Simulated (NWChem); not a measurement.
# InHF (SMILES [F][InH]): UM05/6-31G(d,p)/LANL2DZ (density fitting with weigend coulomb fitting, core potential, spherical functions)

What is the energy difference between two shapes of InHF at UM05/6-31G**/LANL2DZ (density fitting with weigend coulomb fitting, core potential, spherical functions)? 

The calculation is run with NWChem 7.3.0.

1 further run of the same task is left out (set aside as unsound or not needed).

**1. The system as given**

The species is InHF (3 atoms), meant as a doublet with charge 0. As SMILES, `[F][InH]`. Geometry: relaxed at PBE0-D4/def2-TZVP.

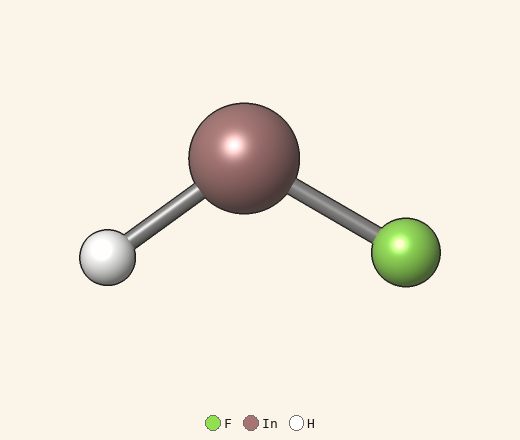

Viewed from a chosen angle; fluorine green, indium brown, hydrogen white.

**2. The charge distribution at UM05/6-31G(d,p)/LANL2DZ (density fitting with weigend coulomb fitting, core potential, spherical functions)**

fhin.nw reads:

```
start fhin
title "FHIn"
memory stack 880 mb heap 220 mb global 1100 mb

geometry units angstrom noautosym nocenter noautoz
  F     1.088400    0.989500    0.694300
  In   -0.522500    0.355100   -0.244800
  H    -0.576900   -1.409400   -0.462800
end

basis "ao basis" spherical bse
  * library 6-31G** except In
  In library LANL2DZ
end

ecp bse
  In library LANL2DZ
end

basis "cd basis" spherical
  * library "weigend coulomb fitting"
end

dft
  xc m05
  mult 2
  grid medium
  convergence energy 1e-08
  iterations 150
  mulliken
end

property
  esp
  efieldgrad
  mulliken
end

task dft property
```

Started as:

```console
$ nwchem fhin.nw > fhin.out
```

Standard output:

```text
[...]
          Wavefunction type:  spin polarized.
          No. of atoms     :     3
          No. of electrons :    13
[...]
          Charge           :     0
          Spin multiplicity:     2
[...]
          AO basis - number of functions:    27
[...]
              XC Information
              --------------
                          M05 Method XC Functional
                     Hartree-Fock (Exact) Exchange  0.280
                   M05 metaGGA Exchange Functional  0.720
                         M05 Correlation Potential  1.000
[...]
 d= 0,ls=0.0,diis     1   -102.1843261417 -1.12D+02  3.07D-02  1.46D-01     0.3
[...]
 d= 0,ls=0.0,diis     9   -102.2626761497 -7.78D-09  1.53D-06  2.26D-09     2.0
[...]
         Total DFT energy =     -102.262676149676
      One electron energy =     -163.071731640718
           Coulomb energy =       62.623088797254
    Exchange-Corr. energy =      -11.476839807435
 Nuclear repulsion energy =        9.662806501223
[...]
      Total Density - Mulliken Population Analysis
     ---------------------------------------------
    Atom       Charge   Shell Charges
 -----------   ------   -------------------------------------------------------
    1 F    9     9.57   2.00  0.93  3.28  1.06  2.31  0.00
    2 In   3     2.28   0.30  1.08  0.69  0.21
    3 H    1     1.15   0.46  0.69  0.00
[...]
      <S2> =      0.7543 (Exact =     0.7500)
[...]
```

Run time: 2.5 s. Hardware: 1 thread of INTEL XEON PLATINUM 8581C at 2.30GHz (Emerald Rapids), shared host; peak memory 0.12 GiB.

Atomic charges (e):

```
atom  Löwdin
  F1  -0.500
 In2  +0.620
  H3  -0.130
```

**3. The distorted shape, same level**

fhin.xyz reads:

```xyz
3
FHIn
F      1.064477     1.001977     0.654110
In    -0.593540     0.594264    -0.077915
H     -0.526476    -1.565541    -0.409071
```

fhin.nw reads:

```
start fhin
title "FHIn"
memory 2200 mb

geometry units angstroms noautosym nocenter noautoz
  load fhin.xyz
end

basis spherical bse
  * library 6-31G** except In
  In library LANL2DZ
end

ecp bse
  In library LANL2DZ
end

basis "cd basis" spherical
  * library "weigend coulomb fitting"
end

dft
  xc m05
  mult 2
  grid medium
  convergence energy 1e-08
  maxiter 150
  mulliken
end

property
  esp
  efieldgrad
  mulliken
end

task dft property
```

Started as:

```console
$ nwchem fhin.nw > fhin.out
```

Standard output:

```text
[...]
          Wavefunction type:  spin polarized.
          No. of atoms     :     3
          No. of electrons :    13
[...]
          Charge           :     0
          Spin multiplicity:     2
[...]
          AO basis - number of functions:    27
[...]
              XC Information
              --------------
                          M05 Method XC Functional
                     Hartree-Fock (Exact) Exchange  0.280
                   M05 metaGGA Exchange Functional  0.720
                         M05 Correlation Potential  1.000
[...]
 d= 0,ls=0.0,diis     1   -102.1841955841 -1.12D+02  2.59D-02  1.40D-01     0.3
[...]
 d= 0,ls=0.0,diis    11   -102.2553588186 -2.79D-09  7.87D-07  2.28D-10     2.4
[...]
         Total DFT energy =     -102.255358818607
      One electron energy =     -163.426092304821
           Coulomb energy =       62.726067329832
    Exchange-Corr. energy =      -11.459904381395
 Nuclear repulsion energy =        9.904570537777
[...]
      Total Density - Mulliken Population Analysis
     ---------------------------------------------
    Atom       Charge   Shell Charges
 -----------   ------   -------------------------------------------------------
    1 F    9     9.58   2.00  0.93  3.30  1.05  2.30  0.01
    2 In   3     2.28   0.32  1.20  0.56  0.20
    3 H    1     1.13   0.40  0.73  0.00
[...]
      <S2> =      0.7585 (Exact =     0.7500)
[...]
```

Wall time 2.9 s (1 thread of INTEL XEON PLATINUM 8581C at 2.30GHz (Emerald Rapids), shared host); peak memory 0.12 GiB.

Atomic charges (e):

```csv
atom,Löwdin
F1,-0.480
In2,+0.590
H3,-0.100
```

**4. What came out**

Level: UM05/6-31G**/LANL2DZ (density fitting with weigend coulomb fitting, core potential, spherical functions).

| quantity | value |
| --- | --- |
| first shape: total energy | -102.26268 Eh |
| first shape: dipole moment | 2.78 D |
| first shape: HOMO energy (highest over α and β) | -6.03 eV |
| first shape: LUMO energy (lowest over α and β) | -3.23 eV |
| first shape: ⟨S²⟩ | 0.754 |
| distorted shape: total energy | -102.25536 Eh |
| distorted shape: dipole moment | 2.52 D |
| distorted shape: HOMO energy (highest over α and β) | -6.37 eV |
| distorted shape: LUMO energy (lowest over α and β) | -3.88 eV |
| distorted shape: ⟨S²⟩ | 0.758 |
| energy change with the atoms displaced | 0.199 eV |

With the atoms displaced the energy rises by 0.20 eV (4.6 kcal/mol). The first shape isn't relaxed at this level, so the change isn't measured from a minimum.
